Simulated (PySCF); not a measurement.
**C₄H₁₂O₂Si, SMILES `C[Si](C)(OC)OC`: what the electrons do**

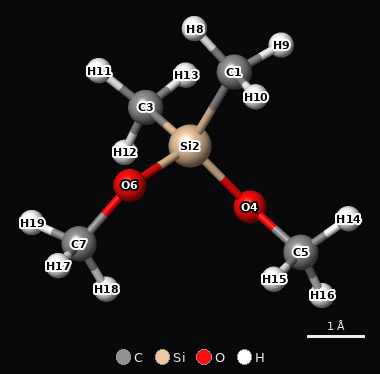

The molecule, with its atoms numbered as below. No frequency check shows the geometry to be a minimum.

Cartesian coordinates (Å):

```
C1      -0.6798   -1.4770    1.4444
Si2     -0.0006   -0.4536    0.0003
C3       0.6794   -1.4771   -1.4448
O4      -1.1271    0.4622   -0.7605
C5      -1.9880    1.4071   -0.1872
O6       1.1276    0.4616    0.7604
C7       1.9889    1.4062    0.1873
H8       0.0600   -2.1681    1.8315
H9      -1.5383   -2.0583    1.1240
H10     -0.9953   -0.8424    2.2670
H11      1.5377   -2.0588   -1.1244
H12      0.9952   -0.8426   -2.2673
H13     -0.0607   -2.1679   -1.8319
H14     -2.7899    0.9079    0.3618
H15     -1.4523    2.0661    0.5000
H16     -2.4199    1.9995   -0.9950
H17      2.4211    1.9983    0.9951
H18      1.4535    2.0655   -0.4999
H19      2.7906    0.9067   -0.3618
```

### 1. Bonding charge

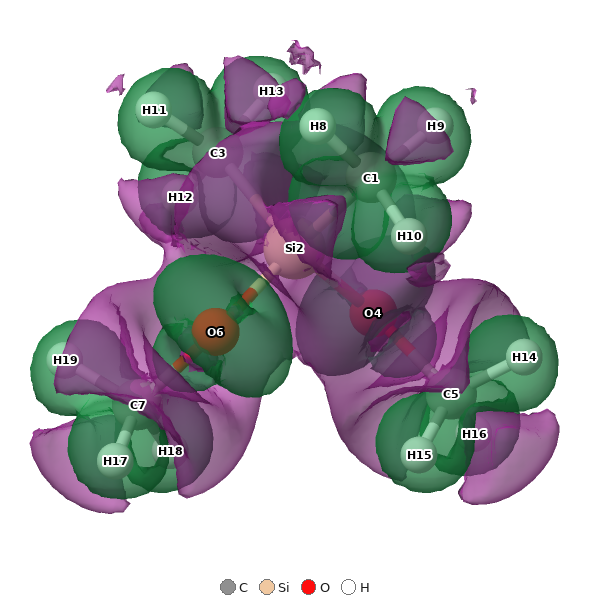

Deformation density (molecule less spherical, spin-averaged free atoms at the same positions), surfaces at ±0.04 e/Å³; green: gain, purple: loss.

Method: B3LYP/def2-SVPD; geometry: GFN2-xTB; program: PySCF.

**Describe the bonding that the map shows.**

C5–H16 and C7–H17: +0.74 e/Å³ at the bond critical point (bond length 1.09 Å). C5–H15 and C7–H18: +0.73 e/Å³ at the bond critical point (bond length 1.09 Å). C5–H14 and C7–H19: +0.73 e/Å³ at the bond critical point (bond length 1.09 Å). C3–H13 and C1–H8: +0.64 e/Å³ at the bond critical point (bond length 1.08 Å). C3–H11 and C1–H9: +0.64 e/Å³ at the bond critical point (bond length 1.08 Å). C3–H12 and C1–H10: +0.63 e/Å³ at the bond critical point (bond length 1.09 Å). C1–Si2 and Si2–C3: +0.16 e/Å³ at the bond critical point (bond length 1.90 Å). O4–C5 and O6–C7: +0.07 e/Å³ at the bond critical point (bond length 1.40 Å); up to 0.6 Å beside the axis the gain reaches +0.29 e/Å³. Si2–O4 and Si2–O6: +0.04 e/Å³ at the bond critical point (bond length 1.64 Å); up to 0.6 Å beside the axis the gain reaches +0.36 e/Å³. In all, 4.2 electrons gather in the regions of gain relative to the promolecule. A small or negative value marks a very polar bond, one between electron-rich atoms, whose free-atom densities already overlap strongly, a long bond to a heavier atom, or a closed-shell contact such as a hydrogen bond.

### 2. Bond critical points

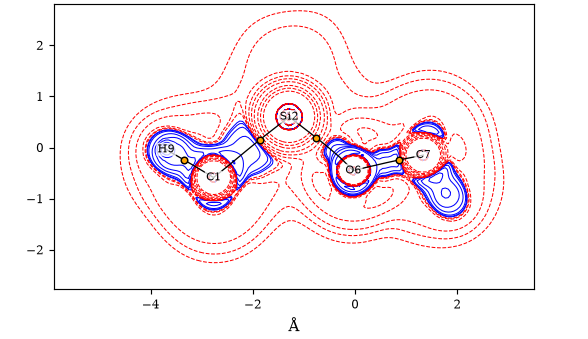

Negative Laplacian of the density (−∇²ρ) in the plane of C1, Si2, O6, C7 and H9 (solid blue lines positive, dashed red lines negative, contours at ±0.02 to ±8 a.u.), with bond paths and bond critical points (dots).

**At which bond critical points in this plane is charge locally concentrated, and at which depleted?**

Concentrated (∇²ρ < 0): C1–H9 (−0.97 a.u.); O6–C7 (−0.34 a.u.). Depleted (∇²ρ > 0): Si2–O6 (+1.01 a.u., H = −0.021); C1–Si2 (+0.31 a.u., H = −0.062). A positive Laplacian with clearly negative H marks a strongly polar covalent bond, whose critical point lies close to the core of the less electronegative atom.

**Where along O6–C7 does the critical point lie?**

0.93 Å from O6 and 0.48 Å from C7.

### 3. Electrostatic potential

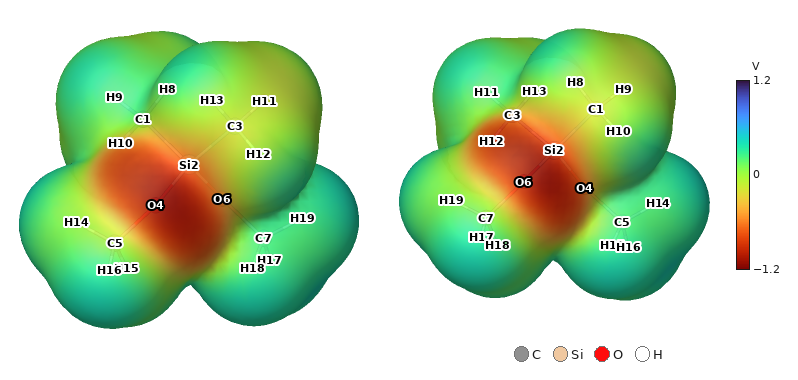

Electrostatic potential on the surface of electron density 0.001 a.u. (back view left, front view right).

**Where are the extremes of the potential on the surface?**

Highest: 0.46 V, about equally far (1.8 Å) from C5, H14, H15 and H16. Lowest: −1.17 V, 1.8 Å from O6. Further minima include −0.21 V, near H13 (1.80 Å), H12 (1.90 Å), C3 (2.01 Å) and H11 (2.01 Å), and at like points elsewhere. The surface is sampled at points, so like sites can differ by a few per cent and only the strongest of them is named.

### 4. In an electric field

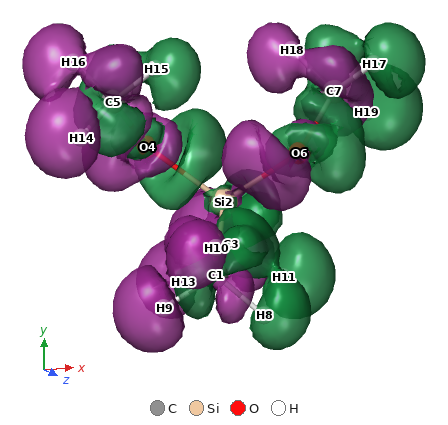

Change of the electron density in a uniform field of 0.21 V/Å, surfaces at ±0.0015 e/Å³ (green: gain, purple: loss).

Level of theory: B3LYP/def2-SVPD (PySCF), at a geometry from GFN2-xTB.

The field was applied in both directions; the picture shows the one opposite to the script's first.

**Along which Cartesian direction does the field point?**

Along −x: electrons gather on the +x side, against the field.

**How large is the response?**

The induced dipole is 0.84 D (along the field); α along this axis, from the fields in both directions, is 83 bohr³ (12.3 Å³).

### 5. Removing or adding an electron

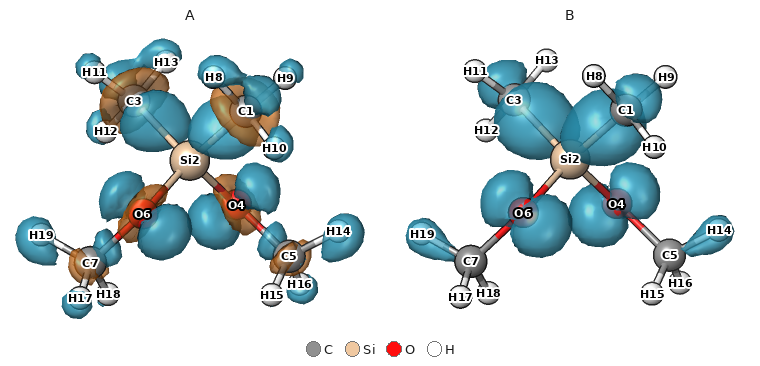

The Fukui function f⁻ from two separate SCF calculations and the density of the HOMO, at ±0.03 e/Å³ (light blue positive, orange negative).

**Which panel is which, and how good is the frozen-orbital picture?**

A is f⁻ (it has negative regions), B the HOMO density. The HOMO lies on O4 and O6 (18 % each), C1 and C3 (14 % each) and Si2 (13 %); f⁻ (Hirshfeld-condensed) is largest on O4 and O6 (0.10 each), C1 and C3 (0.08 each) and Si2 (0.07); the vertical ionisation energy is 9.59 eV (the stability of the cation's solution wasn't checked). Relaxation shifts 33 % of the electron between atoms. The orbital energy is −7.64 eV.

The PySCF runs shown took 100 s, 4.3 min and 7 min on 1 thread of Arm Neoverse N1 (shared host).
